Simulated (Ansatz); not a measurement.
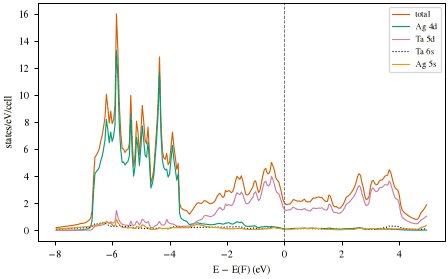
Total and projected density of states of TaAg in space group Cmcm (No. 63; Ta on 4c, Ag on 4c), PBEsol (plane waves, PAW; program Ansatz)

Task: Which orbitals carry the states next to the Fermi level?

Result: Within 0.5 eV of the Fermi level: Ta 5d 76 %, Ag 4d 6 %, outside the projected shells 8 %. Projections are on Löwdin-orthogonalised atomic valence shells; empty p or d shells of many metals are not among them.

Task: Where is the tallest occupied peak in this window, and what makes it?

Result: Near -5.8 eV, about 16 states/eV per cell; the largest projected share is Ag 4d.

The start of the workflow was typed in or built on a structure type; neither database checked (COD, Materials Project) lists it. Its standing as an ambient phase is unchecked. The PBEsol relaxation kept the symmetry of its start; whether a distortion lowers the energy is not shown. No spin polarisation was allowed. Its formation energy is positive at this level, so the cell may be metastable or incomplete. Spin–orbit coupling is left out wherever it is not named.

Potentials: the later of the program's two PAW sets.
